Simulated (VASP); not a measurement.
Band structure of CoGa (CsCl type). These are PBEsol GGA with spin-orbit coupling, VASP's PBE PAW potentials (set 64) (plane waves; VASP 6.6.1) values and carry that method's errors.

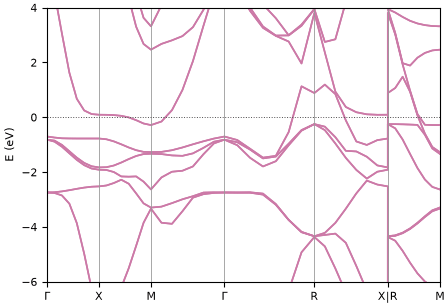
Bands along high-symmetry lines, zero at the valence-band maximum or, without a gap, the Fermi level

### Question
Read the plot: is there a gap, and where are the band edges?

### Answer
It has no gap at this level: it comes out as a metal or semimetal.

The compound is CoGa in the CsCl type structure. It was relaxed first.
